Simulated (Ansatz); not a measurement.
# Cu: equation of state

Aim: scale the cell of Cu up and down at fixed shape and fractional positions, and get the equilibrium volume and bulk modulus with PAW.

Method: DFT r²SCAN, scalar-relativistic, in Ansatz 0.2.0.

### Step 1. The starting structure

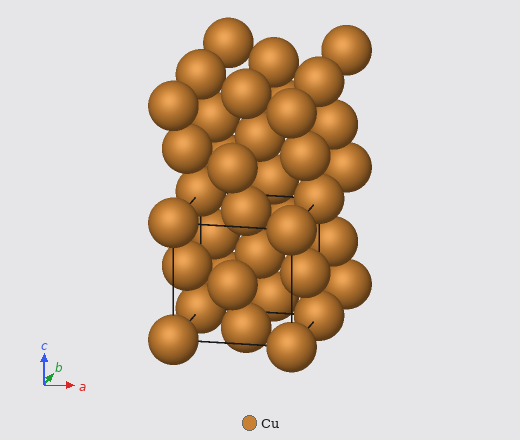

The starting structure, seen slightly off an axis (copper orange). 1×2×2 cells are drawn. Atoms on the faces are drawn again on the opposite ones. The cell drawn here is the conventional one, which holds 4 of the cells typed in the input.

Coordinates:

```cif
data_structure
_symmetry_space_group_name_H-M 'Fm-3m'
_symmetry_Int_Tables_number 225
_cell_length_a 3.5774
_cell_length_b 3.5774
_cell_length_c 3.5774
_cell_angle_alpha 90.000
_cell_angle_beta 90.000
_cell_angle_gamma 90.000
_cell_volume 45.78
loop_
_atom_site_label
_atom_site_type_symbol
_atom_site_symmetry_multiplicity
_atom_site_Wyckoff_symbol
_atom_site_fract_x
_atom_site_fract_y
_atom_site_fract_z
_atom_site_occupancy
Cu1 Cu 4 a 0.00000 0.00000 0.00000 1
```

The file gives the conventional cell by its symmetry; the runs use the cell typed in the input.

The cell is one relaxed in the Materials Project, used as it stands.

### Step 2. Volume × 0.95, PAW

The input, input.yaml:

```yaml
crystal:
  lattice:
    - [0.0, 1.7583922687, 1.7583922687]
    - [1.7583922687, 0.0, 1.7583922687]
    - [1.7583922687, 1.7583922687, 0.0]
  atoms:
    - { symbol: Cu, position: [0.0, 0.0, 0.0] }
kpoints:
  mp_grid: { grid: [17, 17, 17] }
scf:
  occupations: { method: fermi_dirac, width: 0.05 }
hamiltonian:
  xc: r2scan
  pseudopotentials: { kind: paw }
output:
  forces: true
  stress: true
  eigenvalues: true
  efg: { contact_densities: true }
```

The program printed:

```text
Engine: ansatz 0.2.0
Pseudopotentials: kind: paw
Pseudopotential: Cu, paw, valence charge 19, recommended cutoff 500 eV (meta_gga)
Functional definition: r2SCAN
  parameter k0 = 0.174
  parameter k1 = 0.065
  parameter a1 = 4.9479
  exchange = r2scan_x(k0 = k0, k1 = k1, a1 = a1)
  correlation = r2scan_c
Crystal: 1 atoms, lattice volume = 10.874 Å³
Basis set: ecut = 500 eV, 283 PW (Γ), exchange–correlation on 80×80×80 points (64 copies of the dense FFT grid, shifted against one another)
Bands: 14, of which v1, the nominal top of the filled ones, is band 10 counted from 1 (9 counted from 0)
Symmetry: 48 space group operations
Space group: Fm-3m (ITA 225), of the structure as read, at distance tolerance 2.2e-5 Å
k-points: 165 of 4913
Non-local potential: Cu, projectors of the file, l = 0: 3, l = 1: 2, l = 2: 3, l = 3: 1
PAW form: soft (Blöchl's): semilocal exchange-correlation on the pseudo side does not see the compensation charge
PAW frozen core: Cu, regenerated for the run's functional (the file was generated under x = pbe(κ = 0.804, μ = 0.2195149727645171), c = pbe(β = 0.06672455060314922))
PAW one-centre angular grid: Cu, 590 points (default); XC on 160 Gauss nodes
Initial density: superposition of atomic densities (neutral atoms: chi_scale 0, normalization atom), corrected by the library's trained network
Initial wavefunctions: pseudopotential atomic-orbital guess
Functional: x = r2scan, c = r2scan; τ floored in thin density (d = 2e-4 eV/Å³)
SCF iter   1: F=—  HF=-6631.239328 eV  |F-HF|=—  |Δ(HF+E_count)|=         —  Δρ=3.93e-2  dr2=9.06e-2  dr2_τ=6.31e-4  ethr=1.77e-3  ⟨swp⟩=5.4  Hψ=11801  notcnv=0
preconditioner: auto → none  [insulator: Δε(μ)=0.181 eV  Ē_g=18.995 eV  σ=0.050 eV  W_gap=0.62  n_scr=0 (ndim 8)  ℏωp=37.3 eV  f_vac=0.000  D(μ)=0.23/eV (n_scr^D=0)  ε∞_Penn≈4.9]
SCF iter   2: F=—  HF=-6631.247052 eV  |F-HF|=—  |Δ(HF+E_count)|=   7.72e-3  Δρ=3.53e-2  dr2=7.14e-2  dr2_τ=1.00e-3  ethr=4.77e-4  ⟨swp⟩=3.3  Hψ=5732  notcnv=0  defer=45
SCF iter   3: F=—  HF=-6631.223189 eV  |F-HF|=—  |Δ(HF+E_count)|=   2.39e-2  Δρ=5.95e-3  dr2=2.16e-3  dr2_τ=1.51e-5  ethr=3.76e-4  ⟨swp⟩=2.3  Hψ=3836  notcnv=0  defer=45
SCF iter   4: F=—  HF=-6631.223055 eV  |F-HF|=—  |Δ(HF+E_count)|=   1.34e-4  Δρ=2.38e-4  dr2=3.96e-6  dr2_τ=3.40e-7  ethr=1.14e-5  ⟨swp⟩=1.1  Hψ=2977  notcnv=0  defer=45
SCF iter   5: F=—  HF=-6631.223062 eV  |F-HF|=—  |Δ(HF+E_count)|=   7.05e-6  Δρ=1.49e-4  dr2=1.04e-6  dr2_τ=2.30e-8  ethr=2.09e-8  ⟨swp⟩=2.0  Hψ=3169  notcnv=0  defer=45
SCF iter   6: F=-6631.223064 eV  HF=-6631.223064 eV  |F-HF|=7.28e-8  |Δ(HF+E_count)|=   2.14e-6  Δρ=3.29e-5  dr2=7.71e-8  dr2_τ=7.38e-10  ethr=5.26e-10  ⟨swp⟩=4.6  Hψ=11151  notcnv=0
SCF 1 converged in 6 iterations: F = -6631.223064 eV  dr2 = 7.71e-8
SCF converged after 6 iterations
Free energy (F): -6631.223064 eV
Harris-Foulkes:  -6631.223064 eV  (|F-HF|=7.28e-8)
Internal energy: -6631.221143 eV  (E = F + TS)
E sigma→0 (E₀):  -6631.222103 eV
Entropy (-TS):   -0.001921 eV (-1.921 meV/atom)
Fermi energy:    18.501026 eV
--- Per-component energies (eV) ---
  E_band       = -355.938547
  E_kinetic    = 300.709787
  E_local      = -3907.015044  (includes V_loc(G=0)·N_el)
  E_nonlocal   = 394.808134
  E_hartree    = 1730.973005
  E_xc         = -84.439921
  E_vxc        = -125.654393  (∫ρ·V_xc dr)
  E_paw        = -1677.440310  (= ΣΔE_a)
  E_vpaw       = -489.814346  (= ΣTr[D̂ρ^β])
  E_aug_tail   = 0.000153  (compensation charges beyond the density's cutoff)
  E_vtau       = 9.058667  (kinetic-family band-sum trace: ∫τ·v_τ [+ j·A + Jᵃ·Aᵃ] dr)
  E_ewald      = -3388.515840
  E_core_change = -0.301108  (= ΣΔE_core)
  E_smearing   = -0.001921  (= −TS)
  E_closure    = -0.000000  (closes the sum)
  Σ components = -6631.223064   (vs F -6631.223064, Δ=0.00e0)
--- Forces (eV/Å), atoms counted from 1 ---
  atom   1  Cu    -0.00000000     0.00000000    -0.00000000
  max |Σ_I F_I| component: 2.30e-31 eV/Å
--- Stress (GPa, compression-positive) ---
        9.208650      -0.000000      -0.000000
       -0.000000       9.208650       0.000000
        0.000000      -0.000000       9.208650
  P = ⅓ Tr σ = 9.2086 GPa (92.086 kbar)
--- Band table (eV; the first three rows and the last of 165) ---
  k-point 0: bands = ["-98.2589", "-53.9964", "-53.9964", "-53.9964", "8.0018", "15.0165", "15.0165", "15.0165", "15.9524", "15.9524", "42.4775", "45.9761", "45.9761", "45.9761"]
  k-point 1: bands = ["-98.2582", "-54.0016", "-53.9972", "-53.9972", "8.1413", "14.9840", "15.0443", "15.0443", "15.9412", "15.9412", "41.8321", "44.2844", "45.5407", "45.5407"]
  k-point 2: bands = ["-98.2562", "-54.0163", "-53.9993", "-53.9993", "8.5542", "14.8966", "15.1145", "15.1145", "15.9198", "15.9198", "39.2462", "43.4350", "44.7793", "44.7793"]
  k-point 164: bands = ["-98.2316", "-54.1019", "-54.0926", "-54.0535", "13.6582", "14.2755", "14.4991", "15.9095", "16.7821", "24.1866", "25.7076", "27.7995", "28.8170", "48.1159"]
```

Run time: 4.4 s. Hardware: 1 thread, shared host.

In short: pressure 9.21 GPa; no gap.

### Step 3. Volume × 0.975, PAW

Edit input.yaml of step 2 so:

```diff
@@ -2,5 +2,5 @@
   lattice:
-    - [0.0, 1.7583922687, 1.7583922687]
-    - [1.7583922687, 0.0, 1.7583922687]
-    - [1.7583922687, 1.7583922687, 0.0]
+    - [0.0, 1.7736834038, 1.7736834038]
+    - [1.7736834038, 0.0, 1.7736834038]
+    - [1.7736834038, 1.7736834038, 0.0]
   atoms:
```

The program printed:

```text
[... 9 set-up lines as earlier in the session ...]
Crystal: 1 atoms, lattice volume = 11.160 Å³
Basis set: ecut = 500 eV, 283 PW (Γ), exchange–correlation on 80×80×80 points (64 copies of the dense FFT grid, shifted against one another)
Bands: 14, of which v1, the nominal top of the filled ones, is band 10 counted from 1 (9 counted from 0)
[... 2 set-up lines as earlier in the session ...]
k-points: 165 of 4913
[... 7 set-up lines as earlier in the session ...]
SCF iter   1: F=—  HF=-6631.251670 eV  |F-HF|=—  |Δ(HF+E_count)|=         —  Δρ=3.93e-2  dr2=9.34e-2  dr2_τ=6.84e-4  ethr=1.77e-3  ⟨swp⟩=5.4  Hψ=11778  notcnv=0
preconditioner: auto → none  [insulator: Δε(μ)=0.170 eV  Ē_g=18.662 eV  σ=0.050 eV  W_gap=0.60  n_scr=0 (ndim 8)  ℏωp=36.9 eV  f_vac=0.000  D(μ)=0.25/eV (n_scr^D=0)  ε∞_Penn≈4.9]
SCF iter   2: F=—  HF=-6631.260595 eV  |F-HF|=—  |Δ(HF+E_count)|=   8.93e-3  Δρ=3.64e-2  dr2=7.89e-2  dr2_τ=1.01e-3  ethr=4.91e-4  ⟨swp⟩=3.2  Hψ=5625  notcnv=0  defer=45
SCF iter   3: F=—  HF=-6631.234966 eV  |F-HF|=—  |Δ(HF+E_count)|=   2.56e-2  Δρ=5.82e-3  dr2=2.12e-3  dr2_τ=1.58e-5  ethr=4.15e-4  ⟨swp⟩=2.3  Hψ=3907  notcnv=0  defer=45
SCF iter   4: F=—  HF=-6631.234828 eV  |F-HF|=—  |Δ(HF+E_count)|=   1.38e-4  Δρ=2.47e-4  dr2=3.56e-6  dr2_τ=3.70e-7  ethr=1.12e-5  ⟨swp⟩=1.2  Hψ=2901  notcnv=0  defer=45
SCF iter   5: F=—  HF=-6631.234837 eV  |F-HF|=—  |Δ(HF+E_count)|=   9.01e-6  Δρ=1.60e-4  dr2=1.17e-6  dr2_τ=2.50e-8  ethr=1.88e-8  ⟨swp⟩=2.0  Hψ=3161  notcnv=0  defer=45
SCF iter   6: F=—  HF=-6631.234840 eV  |F-HF|=—  |Δ(HF+E_count)|=   2.46e-6  Δρ=4.51e-5  dr2=1.39e-7  dr2_τ=1.03e-9  ethr=6.14e-9  ⟨swp⟩=2.0  Hψ=3825  notcnv=0  defer=45
SCF iter   7: F=-6631.234840 eV  HF=-6631.234840 eV  |F-HF|=3.27e-11  |Δ(HF+E_count)|=   2.57e-8  Δρ=6.06e-7  dr2=1.51e-11  dr2_τ=1.25e-11  ethr=5.26e-10  ⟨swp⟩=5.6  Hψ=9639  notcnv=0
SCF 1 converged in 7 iterations: F = -6631.234840 eV  dr2 = 1.51e-11
SCF converged after 7 iterations
Free energy (F): -6631.234840 eV
Harris-Foulkes:  -6631.234840 eV  (|F-HF|=3.27e-11)
Internal energy: -6631.232797 eV  (E = F + TS)
E sigma→0 (E₀):  -6631.233819 eV
Entropy (-TS):   -0.002042 eV (-2.042 meV/atom)
Fermi energy:    17.894291 eV
--- Per-component energies (eV) ---
  E_band       = -365.794896
  E_kinetic    = 300.335086
  E_local      = -3955.597287  (includes V_loc(G=0)·N_el)
  E_nonlocal   = 395.016605
  E_hartree    = 1750.520256
  E_xc         = -84.183447
  E_vxc        = -125.259698  (∫ρ·V_xc dr)
  E_paw        = -1677.720017  (= ΣΔE_a)
  E_vpaw       = -490.354986  (= ΣTr[D̂ρ^β])
  E_aug_tail   = 0.000159  (compensation charges beyond the density's cutoff)
  E_vtau       = 9.024568  (kinetic-family band-sum trace: ∫τ·v_τ [+ j·A + Jᵃ·Aᵃ] dr)
  E_ewald      = -3359.303043
  E_core_change = -0.301108  (= ΣΔE_core)
  E_smearing   = -0.002042  (= −TS)
  E_closure    = 0.000000  (closes the sum)
  Σ components = -6631.234840   (vs F -6631.234840, Δ=0.00e0)
--- Forces (eV/Å), atoms counted from 1 ---
  atom   1  Cu    -0.00000000     0.00000000     0.00000000
  max |Σ_I F_I| component: 1.40e-31 eV/Å
--- Stress (GPa, compression-positive) ---
        4.104692      -0.000000       0.000000
       -0.000000       4.104692      -0.000000
        0.000000       0.000000       4.104692
  P = ⅓ Tr σ = 4.1047 GPa (41.047 kbar)
--- Band table (eV; the first three rows and the last of 165) ---
  k-point 0: bands = ["-98.7863", "-54.5320", "-54.5320", "-54.5320", "7.6203", "14.5079", "14.5079", "14.5079", "15.4057", "15.4057", "41.6647", "44.9559", "44.9559", "44.9559"]
  k-point 1: bands = ["-98.7857", "-54.5367", "-54.5327", "-54.5327", "7.7572", "14.4768", "14.5346", "14.5346", "15.3950", "15.3950", "40.9849", "43.3180", "44.5202", "44.5202"]
  k-point 2: bands = ["-98.7840", "-54.5500", "-54.5346", "-54.5346", "8.1626", "14.3932", "14.6021", "14.6021", "15.3747", "15.3747", "38.3518", "42.5513", "43.7603", "43.7603"]
  k-point 164: bands = ["-98.7622", "-54.6275", "-54.6191", "-54.5837", "13.2075", "13.7975", "14.0128", "15.3661", "16.2036", "23.4896", "24.9894", "27.0578", "27.9619", "47.1139"]
```

It took 4.5 s on 1 thread, shared host.

Result: pressure 4.10 GPa; no gap.

### Step 4. Volume × 1.025, PAW

Edit input.yaml of step 3 so:

```diff
@@ -2,5 +2,5 @@
   lattice:
-    - [0.0, 1.7736834038, 1.7736834038]
-    - [1.7736834038, 0.0, 1.7736834038]
-    - [1.7736834038, 1.7736834038, 0.0]
+    - [0.0, 1.8034987776, 1.8034987776]
+    - [1.8034987776, 0.0, 1.8034987776]
+    - [1.8034987776, 1.8034987776, 0.0]
   atoms:
```

The program printed:

```text
[... 9 set-up lines as earlier in the session ...]
Crystal: 1 atoms, lattice volume = 11.732 Å³
Basis set: ecut = 500 eV, 307 PW (Γ), exchange–correlation on 80×80×80 points (64 copies of the dense FFT grid, shifted against one another)
Bands: 14, of which v1, the nominal top of the filled ones, is band 10 counted from 1 (9 counted from 0)
[... 1 set-up line as earlier in the session ...]
Space group: Fm-3m (ITA 225), of the structure as read, at distance tolerance 2.3e-5 Å
k-points: 165 of 4913
[... 7 set-up lines as earlier in the session ...]
SCF iter   1: F=—  HF=-6631.252025 eV  |F-HF|=—  |Δ(HF+E_count)|=         —  Δρ=3.93e-2  dr2=9.90e-2  dr2_τ=8.16e-4  ethr=1.77e-3  ⟨swp⟩=5.7  Hψ=11693  notcnv=0
preconditioner: auto → none  [metal: Δε(μ)=0.111 eV  Ē_g=18.039 eV  σ=0.050 eV  W_gap=0.46  n_scr=0 (ndim 8)  ℏωp=36.0 eV  f_vac=0.000  D(μ)=0.33/eV (n_scr^D=0)]
SCF iter   2: F=—  HF=-6631.263871 eV  |F-HF|=—  |Δ(HF+E_count)|=   1.18e-2  Δρ=3.88e-2  dr2=9.56e-2  dr2_τ=1.04e-3  ethr=5.21e-4  ⟨swp⟩=3.0  Hψ=5492  notcnv=0  defer=44
SCF iter   3: F=—  HF=-6631.234253 eV  |F-HF|=—  |Δ(HF+E_count)|=   2.96e-2  Δρ=3.64e-3  dr2=8.79e-4  dr2_τ=6.62e-6  ethr=5.03e-4  ⟨swp⟩=2.2  Hψ=3949  notcnv=0  defer=44
SCF iter   4: F=—  HF=-6631.234196 eV  |F-HF|=—  |Δ(HF+E_count)|=   5.66e-5  Δρ=4.78e-4  dr2=2.11e-5  dr2_τ=6.52e-7  ethr=4.63e-6  ⟨swp⟩=1.6  Hψ=2933  notcnv=0  defer=44
SCF iter   5: F=—  HF=-6631.234203 eV  |F-HF|=—  |Δ(HF+E_count)|=   6.20e-6  Δρ=1.42e-4  dr2=1.34e-6  dr2_τ=2.66e-8  ethr=1.11e-7  ⟨swp⟩=2.4  Hψ=3165  notcnv=0  defer=44
SCF iter   6: F=-6631.234206 eV  HF=-6631.234206 eV  |F-HF|=7.59e-8  |Δ(HF+E_count)|=   3.24e-6  Δρ=3.26e-5  dr2=7.92e-8  dr2_τ=6.16e-10  ethr=5.26e-10  ⟨swp⟩=7.2  Hψ=11122  notcnv=0
SCF 1 converged in 6 iterations: F = -6631.234206 eV  dr2 = 7.92e-8
SCF converged after 6 iterations
Free energy (F): -6631.234206 eV
Harris-Foulkes:  -6631.234206 eV  (|F-HF|=7.59e-8)
Internal energy: -6631.231822 eV  (E = F + TS)
E sigma→0 (E₀):  -6631.233014 eV
Entropy (-TS):   -0.002383 eV (-2.383 meV/atom)
Fermi energy:    16.773141 eV
--- Per-component energies (eV) ---
  E_band       = -384.032604
  E_kinetic    = 299.673416
  E_local      = -4048.463540  (includes V_loc(G=0)·N_el)
  E_nonlocal   = 395.505370
  E_hartree    = 1788.141984
  E_xc         = -83.702847
  E_vxc        = -124.521153  (∫ρ·V_xc dr)
  E_paw        = -1678.318061  (= ΣΔE_a)
  E_vpaw       = -491.495643  (= ΣTr[D̂ρ^β])
  E_aug_tail   = 0.000136  (compensation charges beyond the density's cutoff)
  E_vtau       = 8.961274  (kinetic-family band-sum trace: ∫τ·v_τ [+ j·A + Jᵃ·Aᵃ] dr)
  E_ewald      = -3303.767172
  E_core_change = -0.301108  (= ΣΔE_core)
  E_smearing   = -0.002383  (= −TS)
  E_closure    = -0.000000  (closes the sum)
  Σ components = -6631.234206   (vs F -6631.234206, Δ=0.00e0)
--- Forces (eV/Å), atoms counted from 1 ---
  atom   1  Cu    -0.00000000    -0.00000000     0.00000000
  max |Σ_I F_I| component: 2.22e-31 eV/Å
--- Stress (GPa, compression-positive) ---
       -4.046634      -0.000000       0.000000
       -0.000000      -4.046634       0.000000
        0.000000       0.000000      -4.046634
  P = ⅓ Tr σ = -4.0466 GPa (-40.466 kbar)
--- Band table (eV; the first three rows and the last of 165) ---
  k-point 0: bands = ["-99.7618", "-55.5215", "-55.5215", "-55.5215", "6.9204", "13.5653", "13.5653", "13.5653", "14.3941", "14.3941", "40.1415", "43.0395", "43.0395", "43.0395"]
  k-point 1: bands = ["-99.7613", "-55.5253", "-55.5220", "-55.5220", "7.0525", "13.5368", "13.5901", "13.5901", "14.3843", "14.3843", "39.3898", "41.5156", "42.6070", "42.6070"]
  k-point 2: bands = ["-99.7599", "-55.5363", "-55.5237", "-55.5237", "7.4437", "13.4603", "13.6528", "13.6528", "14.3658", "14.3658", "36.6784", "40.8975", "41.8540", "41.8540"]
  k-point 164: bands = ["-99.7428", "-55.6002", "-55.5933", "-55.5642", "12.3706", "12.9114", "13.1115", "14.3603", "15.1341", "22.2009", "23.6611", "25.6840", "26.3750", "45.2408"]
```

Run time: 4.4 s. Hardware: 1 thread, shared host.

Read from it: pressure -4.05 GPa; no gap.

### Step 5. Volume × 1.05, PAW

Edit input.yaml of step 4 so:

```diff
@@ -2,5 +2,5 @@
   lattice:
-    - [0.0, 1.8034987776, 1.8034987776]
-    - [1.8034987776, 0.0, 1.8034987776]
-    - [1.8034987776, 1.8034987776, 0.0]
+    - [0.0, 1.8180437507, 1.8180437507]
+    - [1.8180437507, 0.0, 1.8180437507]
+    - [1.8180437507, 1.8180437507, 0.0]
   atoms:
```

The program printed:

```text
[... 9 set-up lines as earlier in the session ...]
Crystal: 1 atoms, lattice volume = 12.018 Å³
Basis set: ecut = 500 eV, 307 PW (Γ), exchange–correlation on 80×80×80 points (64 copies of the dense FFT grid, shifted against one another)
Bands: 14, of which v1, the nominal top of the filled ones, is band 10 counted from 1 (9 counted from 0)
[... 2 set-up lines as earlier in the session ...]
k-points: 165 of 4913
[... 7 set-up lines as earlier in the session ...]
SCF iter   1: F=—  HF=-6631.242304 eV  |F-HF|=—  |Δ(HF+E_count)|=         —  Δρ=3.93e-2  dr2=1.02e-1  dr2_τ=8.86e-4  ethr=1.77e-3  ⟨swp⟩=5.8  Hψ=11628  notcnv=0
preconditioner: auto → none  [metal: Δε(μ)=0.077 eV  Ē_g=17.747 eV  σ=0.050 eV  W_gap=0.35  n_scr=0 (ndim 8)  ℏωp=35.5 eV  f_vac=0.000  D(μ)=0.38/eV (n_scr^D=0)]
SCF iter   2: F=—  HF=-6631.255886 eV  |F-HF|=—  |Δ(HF+E_count)|=   1.36e-2  Δρ=4.01e-2  dr2=1.05e-1  dr2_τ=1.07e-3  ethr=5.38e-4  ⟨swp⟩=2.9  Hψ=5461  notcnv=0  defer=44
SCF iter   3: F=—  HF=-6631.224073 eV  |F-HF|=—  |Δ(HF+E_count)|=   3.18e-2  Δρ=2.38e-3  dr2=3.84e-4  dr2_τ=4.71e-6  ethr=5.38e-4  ⟨swp⟩=2.2  Hψ=3992  notcnv=0  defer=44
SCF iter   4: F=—  HF=-6631.224021 eV  |F-HF|=—  |Δ(HF+E_count)|=   5.29e-5  Δρ=6.48e-4  dr2=3.75e-5  dr2_τ=8.36e-7  ethr=2.02e-6  ⟨swp⟩=2.8  Hψ=3998  notcnv=0  defer=44
SCF iter   5: F=—  HF=-6631.224023 eV  |F-HF|=—  |Δ(HF+E_count)|=   2.81e-6  Δρ=1.45e-4  dr2=1.63e-6  dr2_τ=2.83e-8  ethr=1.98e-7  ⟨swp⟩=2.1  Hψ=3021  notcnv=0  defer=44
SCF iter   6: F=-6631.224027 eV  HF=-6631.224027 eV  |F-HF|=6.47e-9  |Δ(HF+E_count)|=   3.68e-6  Δρ=1.53e-5  dr2=1.74e-8  dr2_τ=4.84e-10  ethr=5.26e-10  ⟨swp⟩=4.5  Hψ=10957  notcnv=0
SCF 1 converged in 6 iterations: F = -6631.224027 eV  dr2 = 1.74e-8
SCF converged after 6 iterations
Free energy (F): -6631.224027 eV
Harris-Foulkes:  -6631.224027 eV  (|F-HF|=6.47e-9)
Internal energy: -6631.221418 eV  (E = F + TS)
E sigma→0 (E₀):  -6631.222723 eV
Entropy (-TS):   -0.002609 eV (-2.609 meV/atom)
Fermi energy:    16.254525 eV
--- Per-component energies (eV) ---
  E_band       = -392.497275
  E_kinetic    = 299.380371
  E_local      = -4092.947499  (includes V_loc(G=0)·N_el)
  E_nonlocal   = 395.787467
  E_hartree    = 1806.304397
  E_xc         = -83.475814
  E_vxc        = -124.172718  (∫ρ·V_xc dr)
  E_paw        = -1678.633472  (= ΣΔE_a)
  E_vpaw       = -492.096281  (= ΣTr[D̂ρ^β])
  E_aug_tail   = 0.000142  (compensation charges beyond the density's cutoff)
  E_vtau       = 8.931601  (kinetic-family band-sum trace: ∫τ·v_τ [+ j·A + Jᵃ·Aᵃ] dr)
  E_ewald      = -3277.335902
  E_core_change = -0.301108  (= ΣΔE_core)
  E_smearing   = -0.002609  (= −TS)
  E_closure    = -0.000000  (closes the sum)
  Σ components = -6631.224027   (vs F -6631.224027, Δ=0.00e0)
--- Forces (eV/Å), atoms counted from 1 ---
  atom   1  Cu    -0.00000000     0.00000000     0.00000000
  max |Σ_I F_I| component: 1.15e-31 eV/Å
--- Stress (GPa, compression-positive) ---
       -7.272664       0.000000      -0.000000
        0.000000      -7.272664      -0.000000
        0.000000      -0.000000      -7.272664
  P = ⅓ Tr σ = -7.2727 GPa (-72.727 kbar)
--- Band table (eV; the first three rows and the last of 165) ---
  k-point 0: bands = ["-100.2144", "-55.9801", "-55.9801", "-55.9801", "6.5987", "13.1273", "13.1273", "13.1273", "13.9246", "13.9246", "39.4265", "42.1387", "42.1387", "42.1387"]
  k-point 1: bands = ["-100.2140", "-55.9836", "-55.9807", "-55.9807", "6.7284", "13.0999", "13.1511", "13.1511", "13.9152", "13.9152", "38.6370", "40.6744", "41.7088", "41.7088"]
  k-point 2: bands = ["-100.2127", "-55.9936", "-55.9822", "-55.9822", "7.1131", "13.0266", "13.2116", "13.2116", "13.8976", "13.8976", "35.8942", "40.1224", "40.9609", "40.9610"]
  k-point 164: bands = ["-100.1975", "-56.0517", "-56.0455", "-56.0191", "11.9810", "12.4993", "12.6925", "13.8933", "14.6382", "21.6037", "23.0456", "25.0460", "25.6377", "44.3638"]
```

Wall time 4.5 s (1 thread, shared host).

In short: pressure -7.27 GPa; no gap.

### Step 6. All volumes together

The rows at scale 1 come from earlier runs of the unscaled cell with the same settings.

| method | volume (Å³/atom) | F above the lowest (meV/atom) | pressure (GPa) |
| --- | --- | --- | --- |
| PAW | 10.874 | 15.1 | 9.21 |
| PAW | 11.160 | 3.3 | 4.10 |
| PAW | 11.446 | 0.0 | -0.28 |
| PAW | 11.732 | 3.9 | -4.05 |
| PAW | 12.018 | 14.1 | -7.27 |

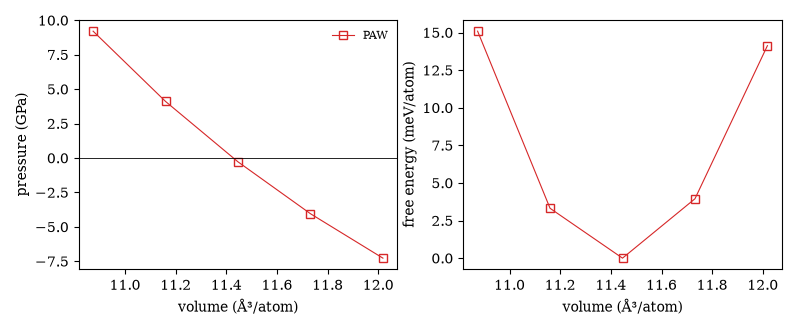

Pressure and free energy (from each method's lowest point) against volume.

### Step 7. Summary of results

```
                     quantity           value
     equilibrium volume (PAW)  11.426 Å³/atom
           bulk modulus (PAW)         164 GPa
its pressure derivative (PAW)             5.1
```

A third-order Birch-Murnaghan fit to the PAW pressures puts zero pressure at 11.43 Å³/atom, -0.2 % from the given cell, with a bulk modulus of 164 GPa. No thermal or zero-point expansion is included.
